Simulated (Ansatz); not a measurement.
**Geometry relaxation, with input and output: CH$_{8}$AlNSi$_{2}$ (part 2 of 2)**

The same run, continued: CH$_{8}$AlNSi$_{2}$; UKS B3LYP/STO-3G (Ansatz 0.2.0). It belongs to a series of runs on one base structure; here: start relaxed.

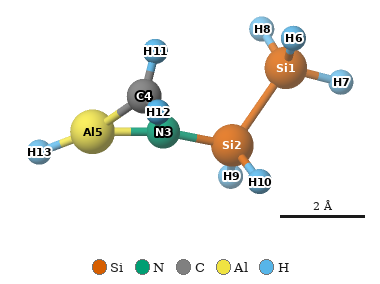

The geometry at step 15 of the log (ball-and-stick view, seen at a tilt; atoms are numbered from 1 in the order of the input).

### Trajectory as extended XYZ, continued
```
13
Properties=species:S:1:pos:R:3:forces:R:3 step=8 energy=-24714.86563
Si   -2.3244    0.2573    0.3375    0.0187  -0.1258  -0.0046
Si   -0.2823    1.0576   -0.2552   -0.0134   0.2797   0.1960
N     1.0088   -0.0968   -0.5198    1.0243  -0.4359  -0.1880
C     1.4557   -1.2702    0.4063   -0.3369  -0.0568   0.2032
Al    2.6415   -0.5750   -0.8567   -0.9338   0.1995   0.1693
H    -2.2363   -0.6167    1.4862   -0.0294   0.0122  -0.0116
H    -3.2175    1.3424    0.6958    0.0926  -0.0594  -0.0509
H    -2.9617   -0.4928   -0.7251    0.0396   0.0520   0.0469
H    -0.4106    1.8564   -1.4588    0.0354  -0.0533  -0.0402
H     0.1284    2.0045    0.7792   -0.0981  -0.0746  -0.0483
H     0.8415   -2.2053    0.2995    0.3332   0.4925   0.0468
H     1.5094   -1.0073    1.4929   -0.0264  -0.1720  -0.3662
H     3.8680   -0.2886   -1.6671   -0.1058  -0.0580   0.0477
13
Properties=species:S:1:pos:R:3:forces:R:3 step=9 energy=-24714.92143
Si   -2.2526    0.2043    0.3256   -0.1070  -0.0498   0.0124
Si   -0.2682    1.1416   -0.2283    0.0884   0.0124   0.0268
N     1.0405    0.0003   -0.4856    0.1902  -0.1518   0.0722
C     1.3903   -1.2210    0.4178    0.2256   0.2405  -0.1770
Al    2.5906   -0.6081   -0.8652   -0.2026  -0.0084   0.0603
H    -2.1417   -0.6700    1.4720   -0.0003   0.0243  -0.0143
H    -3.2086    1.2372    0.6647    0.0178  -0.0391  -0.0101
H    -2.8258   -0.5703   -0.7528    0.0237   0.0161   0.0065
H    -0.4061    1.9349   -1.4349    0.0147  -0.0007   0.0146
H     0.0841    2.0786    0.8304   -0.0184  -0.0056  -0.0392
H     0.7293   -2.0949    0.2953   -0.1692  -0.0666  -0.0239
H     1.4804   -0.9957    1.4959   -0.0163   0.0145   0.0669
H     3.8082   -0.4715   -1.7200   -0.0466   0.0142   0.0047
13
Properties=species:S:1:pos:R:3:forces:R:3 step=10 energy=-24714.92306
Si   -2.2309    0.1804    0.2992    0.0051   0.0117  -0.0009
Si   -0.2512    1.1760   -0.1869    0.0080  -0.0273   0.0303
N     1.0646    0.0411   -0.4261    0.1437   0.2531   0.1664
C     1.3879   -1.2011    0.4441   -0.1800  -0.1790  -0.2560
Al    2.5449   -0.6469   -0.8988   -0.0281  -0.0601  -0.0760
H    -2.1331   -0.6782    1.4571   -0.0127  -0.0005   0.0026
H    -3.2376    1.1769    0.5883   -0.0140  -0.0010   0.0004
H    -2.7266   -0.6219   -0.7962    0.0127   0.0009   0.0012
H    -0.3721    1.9706   -1.3936    0.0138  -0.0049  -0.0070
H     0.0629    2.1178    0.8773   -0.0176  -0.0154   0.0065
H     0.6153   -1.9895    0.3460    0.2058  -0.1373   0.0882
H     1.5800   -1.0288    1.5192   -0.1365   0.1895   0.0742
H     3.7162   -0.5312   -1.8149   -0.0003  -0.0297  -0.0297
13
Properties=species:S:1:pos:R:3:forces:R:3 step=11 energy=-24714.93592
Si   -2.2247    0.1770    0.2978    0.0149  -0.0140  -0.0469
Si   -0.2434    1.1863   -0.1663   -0.0385   0.0558  -0.0272
N     1.0855    0.0677   -0.4049    0.1136  -0.0267  -0.1036
C     1.3853   -1.1924    0.4441   -0.1580  -0.0596   0.1115
Al    2.5405   -0.6616   -0.9121   -0.1232   0.0875   0.0428
H    -2.1314   -0.6815    1.4562   -0.0116  -0.0157  -0.0051
H    -3.2608    1.1494    0.5754    0.0530  -0.0059  -0.0302
H    -2.6817   -0.6316   -0.8124    0.0008   0.0169   0.0563
H    -0.3590    1.9829   -1.3723   -0.0075   0.0052  -0.0039
H     0.0510    2.1332    0.8992    0.0067  -0.0399   0.0150
H     0.6233   -1.9989    0.3459    0.1801   0.1439   0.0710
H     1.5424   -0.9835    1.5237    0.0135  -0.1289  -0.1065
H     3.6933   -0.5818   -1.8596   -0.0439  -0.0185   0.0268
13
Properties=species:S:1:pos:R:3:forces:R:3 step=12 energy=-24714.94365
Si   -2.2316    0.1726    0.2721   -0.0040  -0.0034   0.0047
Si   -0.2460    1.1873   -0.1461    0.0234   0.0169  -0.0058
N     1.0824    0.0716   -0.4004    0.0257  -0.0311   0.0213
C     1.4076   -1.1762    0.4637    0.0382   0.0360  -0.0448
Al    2.5184   -0.6668   -0.9362   -0.0553  -0.0035   0.0400
H    -2.1709   -0.6708    1.4440   -0.0098   0.0012  -0.0016
H    -3.2652    1.1566    0.5071    0.0033  -0.0048  -0.0062
H    -2.6689   -0.6511   -0.8320    0.0037  -0.0008  -0.0030
H    -0.3461    2.0166   -1.3313   -0.0043   0.0096   0.0062
H     0.0403    2.0939    0.9561   -0.0034  -0.0220  -0.0106
H     0.6519   -1.9830    0.4047   -0.0095  -0.0062   0.0090
H     1.6084   -0.9647    1.5317   -0.0012   0.0050   0.0024
H     3.6401   -0.6208   -1.9189   -0.0068   0.0030  -0.0115
13
Properties=species:S:1:pos:R:3:forces:R:3 step=13 energy=-24714.94560
Si   -2.2271    0.1597    0.2363   -0.0557   0.0090  -0.0491
Si   -0.2385    1.2050   -0.1027    0.0050   0.0364   0.0565
N     1.0964    0.0999   -0.3681    0.1054  -0.0651  -0.0049
C     1.4305   -1.1462    0.4963    0.0879   0.0317  -0.1135
Al    2.4737   -0.6959   -0.9798   -0.0806   0.0035   0.0666
H    -2.2124   -0.6672    1.4229   -0.0044   0.0180  -0.0279
H    -3.2950    1.1256    0.4019    0.0649  -0.0527  -0.0126
H    -2.5895   -0.6896   -0.8796    0.0133   0.0391   0.0612
H    -0.3180    2.0756   -1.2612   -0.0028  -0.0146   0.0360
H     0.0166    2.0676    1.0442   -0.0004  -0.0405  -0.0663
H     0.6431   -1.9251    0.4914    0.0271  -0.0141   0.0191
H     1.7038   -0.9325    1.5494   -0.0417   0.0340  -0.0598
H     3.5368   -0.7116   -2.0362   -0.1180   0.0154   0.0947
13
Properties=species:S:1:pos:R:3:forces:R:3 step=14 energy=-24714.94685
Si   -2.2493    0.1680    0.2149   -0.0681   0.0350   0.1030
Si   -0.2399    1.1826   -0.0833    0.0083   0.0436   0.0289
N     1.0755    0.0632   -0.3785   -0.1415   0.0524   0.1473
C     1.4710   -1.1481    0.5126    0.0730   0.0466  -0.0498
Al    2.4574   -0.6929   -1.0022    0.1180  -0.1780   0.0680
H    -2.2887   -0.6461    1.4127    0.0140   0.0545  -0.0772
H    -3.2942    1.1623    0.3413    0.0167  -0.0433   0.0004
H    -2.6081   -0.6835   -0.8961    0.0197  -0.0030  -0.0149
H    -0.3076    2.0834   -1.2212    0.0125  -0.0470   0.0630
H     0.0404    2.0112    1.0837   -0.0386  -0.0625  -0.0787
H     0.7139   -1.9585    0.5560    0.0462   0.0810  -0.0450
H     1.7591   -0.8928    1.5550   -0.0327   0.0224  -0.1579
H     3.4909   -0.6836   -2.0802   -0.0275  -0.0018   0.0129
13
Properties=species:S:1:pos:R:3:forces:R:3 step=15 energy=-24714.94972
Si   -2.2562    0.1752    0.2145    0.0028  -0.0387   0.0367
Si   -0.2416    1.1787   -0.0834   -0.0047   0.0719   0.0347
N     1.0807    0.0664   -0.3764   -0.0554   0.0100   0.0717
C     1.4760   -1.1447    0.5125    0.0454   0.0437  -0.0674
Al    2.4630   -0.6970   -1.0010    0.0104  -0.0899   0.0607
H    -2.2824   -0.6410    1.4090   -0.0143   0.0286  -0.0377
H    -3.3101    1.1585    0.3433    0.0262  -0.0129  -0.0012
H    -2.6042   -0.6793   -0.8977   -0.0094  -0.0037  -0.0069
H    -0.3058    2.0832   -1.2167    0.0140  -0.0253   0.0314
H     0.0273    2.0029    1.0869   -0.0017  -0.0304  -0.0467
H     0.7162   -1.9500    0.5552    0.0201   0.0147  -0.0204
H     1.7662   -0.8895    1.5517   -0.0164   0.0286  -0.0625
H     3.4913   -0.6979   -2.0832   -0.0173   0.0035   0.0076
13
Properties=species:S:1:pos:R:3:forces:R:3 step=16 energy=-24714.95111
Si   -2.2574    0.1705    0.2058    0.0022   0.0028  -0.0012
Si   -0.2416    1.1791   -0.0722    0.0240  -0.0410  -0.0118
N     1.0805    0.0663   -0.3729   -0.0658   0.1124  -0.0467
C     1.4845   -1.1319    0.5183    0.0542  -0.0779   0.0466
Al    2.4545   -0.7072   -1.0080   -0.0161  -0.0145   0.0280
H    -2.3013   -0.6463    1.3972    0.0001  -0.0015  -0.0012
H    -3.3084    1.1565    0.3271    0.0002   0.0001  -0.0015
H    -2.5990   -0.6795   -0.9122    0.0015  -0.0003  -0.0017
H    -0.3005    2.0916   -1.1970    0.0033   0.0018   0.0018
H     0.0254    1.9902    1.1043    0.0048   0.0010   0.0068
H     0.7290   -1.9397    0.5774   -0.0059   0.0077  -0.0004
H     1.7871   -0.8647    1.5496   -0.0050   0.0069  -0.0065
H     3.4675   -0.7196   -2.1027    0.0025   0.0025  -0.0120
13
Properties=species:S:1:pos:R:3:forces:R:3 step=17 energy=-24714.95187
Si   -2.2621    0.1700    0.1933   -0.0003   0.0039  -0.0079
Si   -0.2419    1.1775   -0.0596    0.0297  -0.0220  -0.0010
N     1.0791    0.0664   -0.3689   -0.0258   0.0691  -0.0399
C     1.4991   -1.1231    0.5289    0.0417  -0.0483   0.0230
Al    2.4420   -0.7153   -1.0195   -0.0265  -0.0055   0.0261
H    -2.3211   -0.6455    1.3850   -0.0014   0.0002  -0.0048
H    -3.3158    1.1553    0.2984    0.0063  -0.0051  -0.0004
H    -2.5871   -0.6819   -0.9287    0.0005   0.0032   0.0057
H    -0.2910    2.1057   -1.1724   -0.0036  -0.0039   0.0066
H     0.0223    1.9703    1.1305   -0.0002  -0.0052  -0.0053
H     0.7436   -1.9290    0.6102    0.0009   0.0042  -0.0015
H     1.8190   -0.8440    1.5519   -0.0055   0.0063  -0.0123
H     3.4344   -0.7410   -2.1345   -0.0158   0.0031   0.0117
13
Properties=species:S:1:pos:R:3:forces:R:3 step=18 energy=-24714.95231
Si   -2.2726    0.1721    0.1693    0.0023  -0.0094   0.0041
Si   -0.2415    1.1707   -0.0362   -0.0033  -0.0011  -0.0027
N     1.0752    0.0613   -0.3637    0.0096   0.0118  -0.0062
C     1.5301   -1.1074    0.5487    0.0114  -0.0179   0.0068
Al    2.4204   -0.7304   -1.0395   -0.0247  -0.0051   0.0251
H    -2.3629   -0.6459    1.3578   -0.0014   0.0031  -0.0123
H    -3.3273    1.1589    0.2512    0.0131  -0.0028  -0.0005
H    -2.5738   -0.6775   -0.9615    0.0020   0.0080   0.0111
H    -0.2809    2.1249   -1.1278    0.0068  -0.0063   0.0176
H     0.0191    1.9298    1.1771   -0.0031  -0.0112  -0.0243
H     0.7803   -1.9149    0.6730    0.0362   0.0396  -0.0086
H     1.8799   -0.8009    1.5551   -0.0166  -0.0101  -0.0497
H     3.3745   -0.7753   -2.1887   -0.0323   0.0015   0.0396
13
Properties=species:S:1:pos:R:3:forces:R:3 step=19 energy=-24714.95255
Si   -2.2712    0.1696    0.1706   -0.0027   0.0063  -0.0205
Si   -0.2427    1.1711   -0.0391    0.0200  -0.0042   0.0190
N     1.0751    0.0631   -0.3640    0.0318  -0.0071  -0.0139
C     1.5289   -1.1064    0.5486   -0.0032   0.0034  -0.0068
Al    2.4199   -0.7309   -1.0380   -0.0289   0.0090   0.0146
H    -2.3606   -0.6520    1.3561    0.0039   0.0024  -0.0001
H    -3.3226    1.1591    0.2566   -0.0001  -0.0071   0.0020
H    -2.5752   -0.6764   -0.9619   -0.0023   0.0058   0.0065
H    -0.2780    2.1271   -1.1286   -0.0105  -0.0088   0.0018
H     0.0166    1.9307    1.1735   -0.0010  -0.0056  -0.0082
H     0.7782   -1.9118    0.6721    0.0139   0.0079  -0.0012
H     1.8779   -0.8002    1.5542   -0.0047  -0.0020  -0.0139
H     3.3741   -0.7777   -2.1855   -0.0161   0.0000   0.0207
13
Properties=species:S:1:pos:R:3:forces:R:3 step=20 energy=-24714.95259
Si   -2.2696    0.1679    0.1695   -0.0028   0.0052  -0.0223
Si   -0.2422    1.1717   -0.0389    0.0140   0.0048   0.0075
N     1.0761    0.0657   -0.3675    0.0014   0.0018   0.0063
C     1.5269   -1.1018    0.5490    0.0201  -0.0044  -0.0234
Al    2.4185   -0.7329   -1.0389   -0.0075  -0.0112   0.0152
H    -2.3566   -0.6583    1.3519    0.0030   0.0001   0.0025
H    -3.3218    1.1560    0.2609   -0.0005  -0.0049   0.0026
H    -2.5747   -0.6738   -0.9658   -0.0016   0.0048   0.0061
H    -0.2803    2.1312   -1.1251   -0.0094  -0.0054   0.0011
H     0.0180    1.9265    1.1762   -0.0005  -0.0012  -0.0052
H     0.7749   -1.9054    0.6746    0.0075   0.0053   0.0007
H     1.8767   -0.7931    1.5533   -0.0056   0.0002  -0.0079
H     3.3744   -0.7883   -2.1845   -0.0181   0.0050   0.0169
13
Properties=species:S:1:pos:R:3:forces:R:3 step=21 energy=-24714.95253 accepted=F
Si   -2.2691    0.1685    0.1671    0.0034   0.0006   0.0193
Si   -0.2420    1.1723   -0.0386    0.0060  -0.0002  -0.0333
N     1.0770    0.0665   -0.3640    0.0213  -0.0102  -0.0171
C     1.5267   -1.1037    0.5495   -0.0060   0.0112  -0.0045
Al    2.4188   -0.7337   -1.0353   -0.0165   0.0191  -0.0036
H    -2.3461   -0.6620    1.3467   -0.0123  -0.0103   0.0069
H    -3.3215    1.1548    0.2703   -0.0025   0.0017   0.0008
H    -2.5817   -0.6690   -0.9689    0.0081   0.0048  -0.0039
H    -0.2848    2.1254   -1.1295    0.0074   0.0062  -0.0085
H     0.0197    1.9351    1.1703   -0.0103  -0.0009   0.0162
H     0.7744   -1.9059    0.6726   -0.0171  -0.0247   0.0081
H     1.8748   -0.7968    1.5537    0.0114   0.0027   0.0298
H     3.3742   -0.7862   -2.1793    0.0071  -0.0001  -0.0102
13
Properties=species:S:1:pos:R:3:forces:R:3 step=22 energy=-24714.95271
Si   -2.2695    0.1694    0.1683   -0.0013  -0.0050  -0.0064
Si   -0.2415    1.1719   -0.0389   -0.0055  -0.0041   0.0051
N     1.0768    0.0654   -0.3651    0.0066  -0.0031  -0.0029
C     1.5288   -1.1028    0.5501   -0.0009   0.0044  -0.0007
Al    2.4179   -0.7342   -1.0375   -0.0071   0.0056   0.0004
H    -2.3547   -0.6604    1.3484    0.0020  -0.0023   0.0010
H    -3.3229    1.1555    0.2650    0.0015   0.0029  -0.0001
H    -2.5759   -0.6688   -0.9688   -0.0030   0.0001  -0.0002
H    -0.2822    2.1280   -1.1277    0.0029   0.0010  -0.0005
H     0.0163    1.9291    1.1748    0.0049   0.0042  -0.0010
H     0.7775   -1.9064    0.6763   -0.0041  -0.0041   0.0019
H     1.8789   -0.7941    1.5538    0.0029   0.0000   0.0060
H     3.3711   -0.7873   -2.1839    0.0012   0.0003  -0.0028
```

The run was set up as follows.

### Input file
```yaml
crystal:
  periodic: [false, false, false]
  atoms:
    - { symbol: Si, position_ang: [-2.226, 0.3373, 0.4093] }
    - { symbol: Si, position_ang: [-0.2335, 0.7806, -0.4031] }
    - { symbol: "N", position_ang: [0.5237, -0.781, -0.8293] }
    - { symbol: C, position_ang: [1.3695, -1.3323, 0.3271] }
    - { symbol: Al, position_ang: [2.4647, -0.4449, -0.9012] }
    - { symbol: H, position_ang: [-2.1666, -0.4286, 1.6074] }
    - { symbol: H, position_ang: [-2.9037, 1.6587, 0.7298] }
    - { symbol: H, position_ang: [-3.0245, -0.3156, -0.6235] }
    - { symbol: H, position_ang: [-0.3359, 1.6249, -1.5726] }
    - { symbol: H, position_ang: [0.5385, 1.5229, 0.6399] }
    - { symbol: H, position_ang: [1.3188, -2.4507, 0.3138] }
    - { symbol: H, position_ang: [1.1024, -0.8647, 1.3331] }
    - { symbol: H, position_ang: [3.593, 0.6588, -1.016] }
magnetization:
  spin_polarized: true
basis:
  gaussian: { orbitals: STO-3G }
hamiltonian:
  xc: b3lyp
relax:
  f_tol: 0.02
  max_steps: 40
```

Launch command:
```bash
ansatz run input.yaml --threads 1 --pin off --max-ram 2048MiB --backend cpu --events-out ev --progress --plain --runs-dir out
```

### Summary

```tsv
quantity	value
outcome	converged
total energy	−24714.9529 eV
mean-field energy	−24714.9529 eV
largest force (length of the vector) at the end	0.009 eV/Å
hardware	1 thread of Arm Neoverse N1, 16 GiB of memory available, shared host
wall time	3.2 min
peak memory	0.18 GiB
```
